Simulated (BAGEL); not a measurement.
**HF/STO-3G (density fitting with qzvpp-jkfit) run of CH4F2Ge (SMILES [CH3][GeH]([F])[F])**

What is the vertical ionisation energy of CH4F2Ge at HF/STO-3G (density fitting with qzvpp-jkfit)? 

The calculation is run with BAGEL 1.2.2.

3 further runs of the same task are left out: 1 that didn't finish, 2 set aside as unsound or not needed. Runs told in other sessions of the task aren't counted.

### Step 1. The system as given

CH4F2Ge has 8 atoms, charge 0, and is taken as a singlet. SMILES: `[CH3][GeH]([F])[F]`. The shape is that of a PBE0-D4/def2-TZVP optimisation.

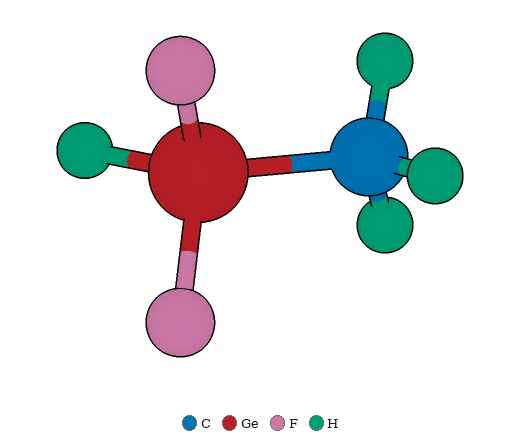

The structure, seen from a chosen angle (carbon blue, germanium red, fluorine pink, hydrogen teal).

### Step 2. A single-point energy at HF/STO-3G (density fitting with qzvpp-jkfit)

Contents of input.json:

```json
{ "bagel": [

{
  "title": "molecule",
  "basis": "sto-3g",
  "df_basis": "qzvpp-jkfit",
  "angstrom": true,
  "geometry": [
    { "atom": "C", "xyz": [   -0.327500,    0.971500,   -0.228700 ] },
    { "atom": "Ge", "xyz": [    0.203500,   -0.811600,    0.254400 ] },
    { "atom": "F", "xyz": [    1.873600,   -0.782400,    0.707300 ] },
    { "atom": "F", "xyz": [    0.164100,   -1.799000,   -1.166500 ] },
    { "atom": "H", "xyz": [   -1.357000,    0.970900,   -0.588000 ] },
    { "atom": "H", "xyz": [   -0.248000,    1.632700,    0.634700 ] },
    { "atom": "H", "xyz": [    0.329200,    1.333300,   -1.020100 ] },
    { "atom": "H", "xyz": [   -0.545800,   -1.572800,    1.351200 ] }
  ]
},
{ "title": "hf", "charge": 0 },
{ "title": "print", "file": "orbitals.molden", "orbitals": true }

]}
```

On the command line:

```console
$ BAGEL_NUM_THREADS=1 BAGEL input.json > input.out
```

The program printed:

```text
* using 1 threads per process

  ===============================================================
  ===============================================================

  *** Geometry ***

  { "atom" : "C", "xyz" : [     -0.618885,      1.835869,     -0.432180 ] },
  { "atom" : "Ge", "xyz" : [      0.384559,     -1.533702,      0.480746 ] },
  { "atom" : "F", "xyz" : [      3.540591,     -1.478522,      1.336603 ] },
  { "atom" : "F", "xyz" : [      0.310104,     -3.399617,     -2.204366 ] },
  { "atom" : "H", "xyz" : [     -2.564358,      1.834735,     -1.111159 ] },
  { "atom" : "H", "xyz" : [     -0.468652,      3.085356,      1.199409 ] },
  { "atom" : "H", "xyz" : [      0.622098,      2.519572,     -1.927710 ] },
  { "atom" : "H", "xyz" : [     -1.031413,     -2.972161,      2.553398 ] },

  Number of auxiliary basis functions:      567

  Since a DF basis is specified, we compute 2- and 3-index integrals:
    o Being stored without compression. Storage requirement is 0.006 GB

  Number of basis functions:       37
  Number of electrons      :       60

    * METHOD: MOLECULE                             0.27

  *** RHF ***

  === Nuclear Repulsion ===
   318.4522505022

      * DIIS with orbital gradients will be used.

  === RHF iteration (sto-3g) ===
      0      -2287.50154839          0.01252974           0.05
      1      -2287.59905614          0.00262519           0.04
      2      -2287.60394789          0.00088941           0.04
      3      -2287.60476845          0.00021274           0.04
      4      -2287.60481249          0.00004167           0.04
      5      -2287.60481403          0.00000347           0.04
      6      -2287.60481404          0.00000100           0.04
      7      -2287.60481404          0.00000033           0.04
      8      -2287.60481404          0.00000009           0.04
      9      -2287.60481404          0.00000002           0.04
     10      -2287.60481404          0.00000000           0.04
    * SCF iteration converged.

    * Permanent dipole moment:
           (    0.559562,    -0.399730,    -0.293606) a.u.

    * METHOD: HF                                   0.62

    * METHOD: PRINT                                0.00

  ===============================================================
```

Wall time 1 s (1 thread of Arm Neoverse V1, shared host).

### Step 3. The doublet cation

Contents of job.json:

```json
{ "bagel": [

{
  "title": "molecule",
  "basis": "sto-3g",
  "df_basis": "qzvpp-jkfit",
  "angstrom": true,
  "geometry": [
    { "atom": "C", "xyz": [      -0.327500,       0.971500,      -0.228700 ] },
    { "atom": "Ge", "xyz": [       0.203500,      -0.811600,       0.254400 ] },
    { "atom": "F", "xyz": [       1.873600,      -0.782400,       0.707300 ] },
    { "atom": "F", "xyz": [       0.164100,      -1.799000,      -1.166500 ] },
    { "atom": "H", "xyz": [      -1.357000,       0.970900,      -0.588000 ] },
    { "atom": "H", "xyz": [      -0.248000,       1.632700,       0.634700 ] },
    { "atom": "H", "xyz": [       0.329200,       1.333300,      -1.020100 ] },
    { "atom": "H", "xyz": [      -0.545800,      -1.572800,       1.351200 ] }
  ]
},

{
  "title": "uhf",
  "charge": 1,
  "nopen": 1
},

{
  "title": "print",
  "file": "orbitals.molden",
  "orbitals": true
}

]}
```

On the command line:

```console
$ BAGEL_NUM_THREADS=1 BAGEL job.json > job.out
```

The program printed:

```text
* using 1 threads per process

  ===============================================================
  ===============================================================

  *** Geometry ***

  { "atom" : "C", "xyz" : [     -0.618885,      1.835869,     -0.432180 ] },
  { "atom" : "Ge", "xyz" : [      0.384559,     -1.533702,      0.480746 ] },
  { "atom" : "F", "xyz" : [      3.540591,     -1.478522,      1.336603 ] },
  { "atom" : "F", "xyz" : [      0.310104,     -3.399617,     -2.204366 ] },
  { "atom" : "H", "xyz" : [     -2.564358,      1.834735,     -1.111159 ] },
  { "atom" : "H", "xyz" : [     -0.468652,      3.085356,      1.199409 ] },
  { "atom" : "H", "xyz" : [      0.622098,      2.519572,     -1.927710 ] },
  { "atom" : "H", "xyz" : [     -1.031413,     -2.972161,      2.553398 ] },

  Number of auxiliary basis functions:      567

  Since a DF basis is specified, we compute 2- and 3-index integrals:
    o Being stored without compression. Storage requirement is 0.006 GB

  Number of basis functions:       37
  Number of electrons      :       60

    * METHOD: MOLECULE                             0.27

  *** Open-shell HF ***

  === Nuclear Repulsion ===
   318.4522505022

      * DIIS with orbital gradients will be used.

  === UHF iteration (sto-3g) ===
      0      -2287.08347447          0.03323740           0.08
      1      -2287.23141706          0.01639706           0.08
      2      -2287.25905271          0.00620497           0.08
      3      -2287.26503249          0.00142945           0.07
      4      -2287.26693132          0.00118064           0.08
      5      -2287.26817969          0.00109190           0.08
      6      -2287.27193327          0.00091890           0.08
      7      -2287.27392579          0.00084116           0.08
      8      -2287.27689510          0.00075107           0.08
      9      -2287.27860322          0.00067266           0.08
[... 81 lines of this table left out ...]
     91      -2287.28266558          0.00000001           0.08
     92      -2287.28266558          0.00000001           0.08
     93      -2287.28266558          0.00000001           0.08
     94      -2287.28266558          0.00000001           0.08
    * SCF iteration converged.

    * S^2 (UHF) is 0.8502

    * Permanent dipole moment:
           (    0.173483,    -0.218439,    -0.039545) a.u.

    * METHOD: UHF                                  7.73

    * METHOD: PRINT                                0.00

  ===============================================================
```

Wall time 8.1 s (1 thread of Arm Neoverse V1, shared host).

### Step 4. Outcome

Level: HF/STO-3G (density fitting with qzvpp-jkfit).

```
                                          quantity           value
                     singlet CH4F2Ge: total energy  -2287.60481 Eh
                    singlet CH4F2Ge: dipole moment          1.90 D
                      singlet CH4F2Ge: HOMO energy        -9.87 eV
                      singlet CH4F2Ge: LUMO energy        11.66 eV
                    singlet CH4F2Ge: HOMO–LUMO gap        21.53 eV
                      doublet cation: total energy  -2287.28267 Eh
                              doublet cation: ⟨S²⟩           0.850
vertical ionisation energy (to the doublet cation)        8.766 eV
```

**Reading.** The vertical ionisation energy comes to 8.77 eV (202 kcal/mol). The negative HOMO energy of the first species, 9.87 eV, lies 1.11 eV above that difference. In a minimal basis such a difference can be off by several eV, whatever the method. ⟨S²⟩ (doublet cation) is 0.85 where a pure doublet has 0.75: the reference is spin-contaminated.
